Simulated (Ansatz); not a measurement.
The figure comes from a scan of TiC (rock salt): the crystal slips on the {100} plane by s times a lattice vector of 4.33 Å, no atom relaxing, γ being the energy change per area. Computed with r2SCAN (plane waves to 500 eV, PAW, scalar-relativistic; Ansatz, an electronic-structure program). k mesh 13×13×13 (Γ-centred), Fermi-Dirac smearing 0.05 eV. E is the zero-smearing estimate. With partly filled bands, the k mesh leaves noise in γ, roughly 0.02 J/m² as judged from a few cases. Faults lie only 6.5 Å apart, and holding the cell height and the atoms raises γ above its relaxed value. Left out: 5 of 12 points, with atoms too close for the PAW data. TiC is run without spin polarisation. TiC was relaxed with its symmetry unable to fall. γ is measured from zero shift.

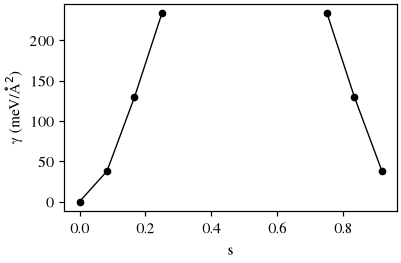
γ (meV/Å²) against s; computed points joined by lines.

### Question
Turn the plot into a table (rounded to what can be read).

### Answer
To the nearest 5:

```csv
s,γ (meV/Å²)
0.000,0
0.083,40
0.167,130
0.250,235
0.750,235
0.833,130
0.917,40
```

(The slope of γ gives the shear force per area between the displaced halves; near zero shift its curvature is an elastic stiffness.)
